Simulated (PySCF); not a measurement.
## Electronic structure of C₃H₁₀NO₂Si (doublet) in real space

```yaml
atoms:
  - { symbol: C, position_ang: [-1.0394, 0.9006, -1.2979] }
  - { symbol: C, position_ang: [-0.9519, 0.2618, 0.0250] }
  - { symbol: C, position_ang: [-2.2184, -0.5649, 0.3408] }
  - { symbol: O, position_ang: [0.1508, -0.5898, 0.1289] }
  - { symbol: Si, position_ang: [1.7129, -0.2155, 0.3512] }
  - { symbol: N, position_ang: [1.8642, 0.6076, 1.8667] }
  - { symbol: O, position_ang: [2.5219, -1.6151, 0.4139] }
  - { symbol: H, position_ang: [-1.8173, 1.6109, -1.4956] }
  - { symbol: H, position_ang: [-0.3851, 0.5879, -2.0849] }
  - { symbol: H, position_ang: [-0.8822, 1.0456, 0.8046] }
  - { symbol: H, position_ang: [-2.3133, -1.3668, -0.3858] }
  - { symbol: H, position_ang: [-2.1297, -0.9963, 1.3341] }
  - { symbol: H, position_ang: [-3.0986, 0.0695, 0.2968] }
  - { symbol: H, position_ang: [2.3085, 0.4579, -0.7972] }
  - { symbol: H, position_ang: [1.3412, 1.4550, 2.0164] }
  - { symbol: H, position_ang: [2.7907, 0.7182, 2.2446] }
  - { symbol: H, position_ang: [2.1386, -2.3546, 0.8780] }
```

Geometry: GFN2-xTB.

Theory: UKS B3LYP, pcH-1 on C H N O Si, non-relativistic, mean-field spin-orbit, GIAO in PySCF.

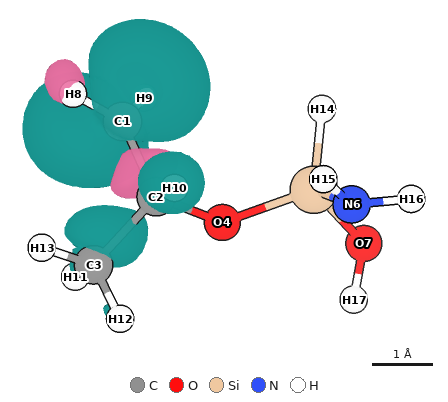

Figure 1. Isosurfaces of the spin density (α minus β) at +0.015 (teal) and −0.015 e/Å³ (pink), seen across its widest extent.

**Describe the spin distribution.**

The unpaired spin (1 electron) lies mostly on C1 (about 0.7), in electrons by Hirshfeld's partition.

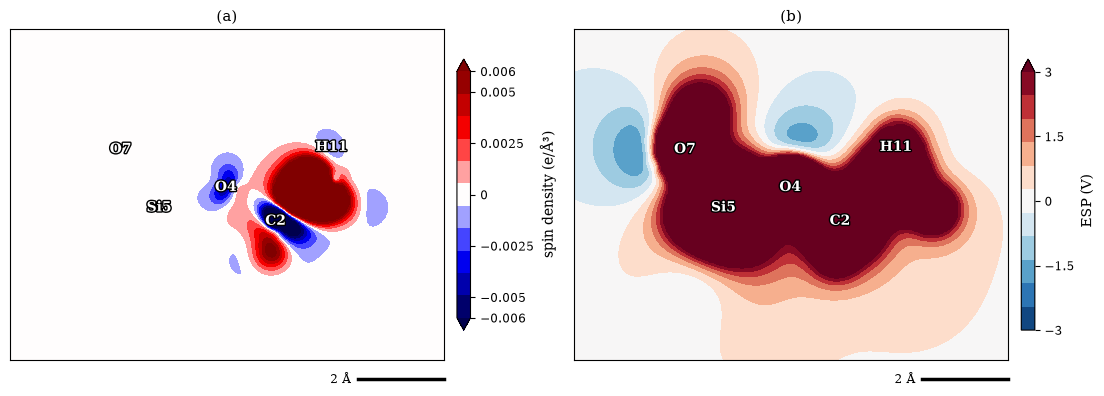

Figure 2. (a) spin density (α minus β); (b) electrostatic potential on the plane of atoms O4, Si5 and O7.

**Interpret the plot.**

- The plane passes through C, O, Si and H nuclei.
- Outside the dense part of the molecule the potential is most negative (−1.9 V) near O7.

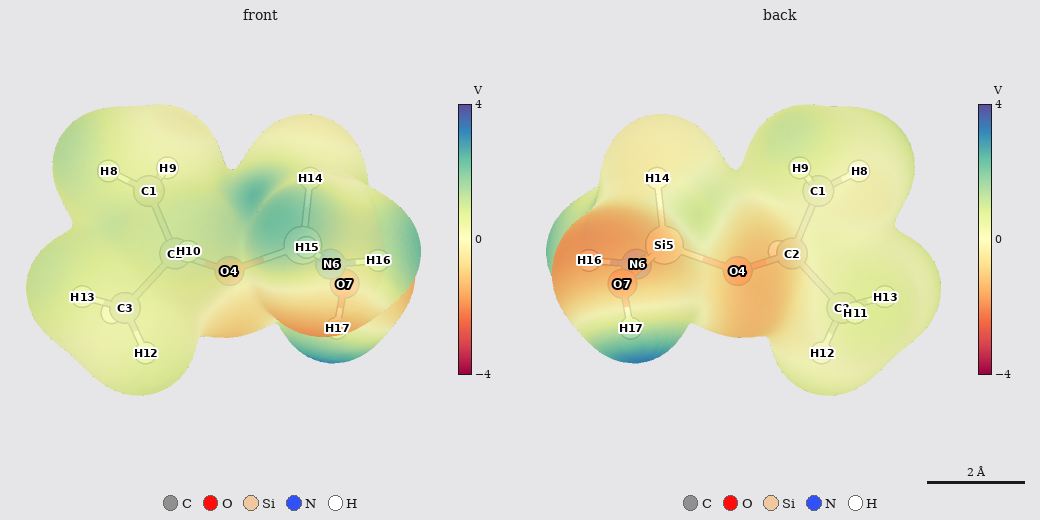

Figure 3. The electrostatic potential painted on the density surface at 0.004 e/bohr³, seen from the front and from behind; the colour scale runs from red (negative) to blue (positive).

**Describe the electrostatic potential map.**

The most negative region (about −1.9 V) lies over O7, the most positive (about +3.0 V) over H17. O7 is the likeliest acceptor of a hydrogen bond.
